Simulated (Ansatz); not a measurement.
# WF$_{2}$: what the fields show

```
W F
1.0
     5.35941    0.00000    0.00000
     0.00000    5.35941    0.00000
     0.00000    0.00000    5.35941
W F
4 8
Direct
  0.00000 0.00000 0.00000
  0.50000 0.50000 0.00000
  0.50000 0.00000 0.50000
  0.00000 0.50000 0.50000
  0.25000 0.25000 0.25000
  0.75000 0.75000 0.25000
  0.75000 0.25000 0.75000
  0.25000 0.75000 0.75000
  0.75000 0.25000 0.25000
  0.25000 0.75000 0.25000
  0.25000 0.25000 0.75000
  0.75000 0.75000 0.75000
```

Space group Fm-3m; started from the fluorite prototype, which need not be the ambient phase; not relaxed (largest force 1.3 eV/Å); computed pressure about 26 GPa in this cell; Hubbard U of 6.2 eV on W d only; the program warned that the state left the space group; spin-polarised.

Computed with Ansatz, DFT PBE+U, scalar-relativistic, plane waves, PAW.

Core electrons are frozen (PAW), and the valence fields are smoothed inside the atomic spheres.

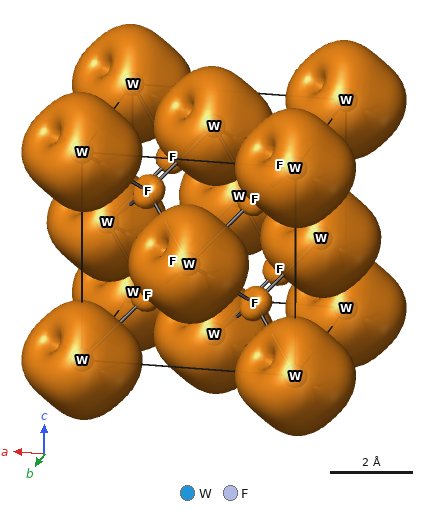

Figure 1. Isosurfaces of the spin density (up minus down) at +0.08 (orange) and −0.08 e/Å³ (purple), seen at an oblique angle. Sticks mark near contacts.

Describe the spin distribution.

The spin density sits on W: +2.4 μB (×4) in one cell of 12 atoms, with smaller moments on other sites: F (up to +0.11 μB): parallel moments, as they must be, since the calculation's own cell holds one magnetic site. The cell of the calculation (3 atoms) carries 4.0 μB of net spin moment. Only one sign reaches the isovalue.

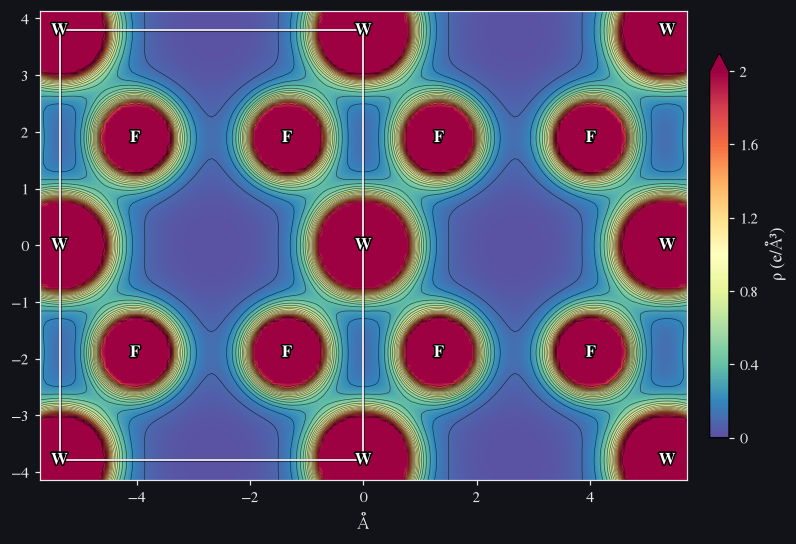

Figure 2. Valence pseudo-density on the (011) plane of the conventional cell.

Read the bonding off the picture.

The section cuts through W and F sites.
W–F (2.32 Å): the density is about 0.41 e/Å³ at the midpoint.
Between the atoms the lowest density in this plane is 0.02 e/Å³.

Does the calculation make it a metal, or give it a gap?

It is metallic or semimetallic at this level of theory: no gap opens; semilocal functionals without U, or without the true magnetic order, often close the gap of such compounds.
